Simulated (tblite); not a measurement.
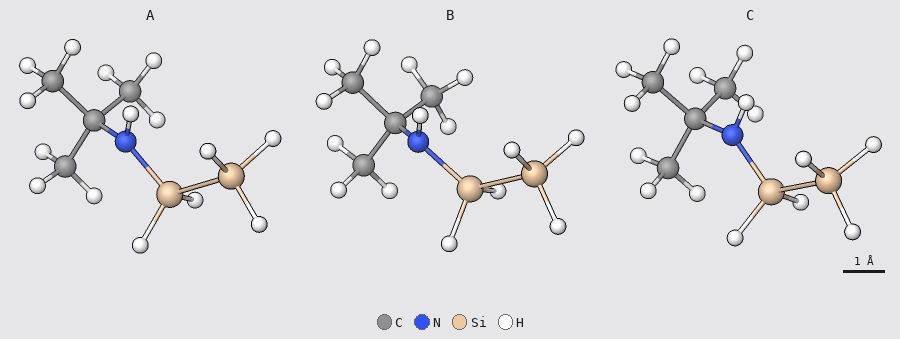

3 geometries from one relaxation of C₄H₁₅NSi₂, in shuffled order. Style: ball-and-stick. Shown from a free direction.

The calculation used tblite 0.8.0, GFN2-xTB geometry optimisation, gas phase. 

Question: Put them in the order of the run, from the start to the converged end.

Answer: B, A, C. They are steps 0, 42, 129, at +0.654 eV, +0.038 eV relative to the last. After 129 geometry steps the energy has fallen by 0.654 eV. The largest move after the best rigid fit is that of an H atom, 0.90 Å. By element the largest moves are H 0.90 Å, N 0.46 Å, C 0.33 Å, Si 0.27 Å. Among the contacts that change: C–C 1.488 → 1.535 Å, C–H 1.125 → 1.086 Å, N–Si 1.754 → 1.717 Å, Si–Si 2.262 → 2.297 Å. Bond angles that change, for instance: C–N–Si 117.8° → 128.2°, Si–Si–H 105.3° → 113.8°, C–N–H 117.8° → 110.0°. Groups turn about N–Si by about 30°, C–C by about 30°, C–N by about 25°.
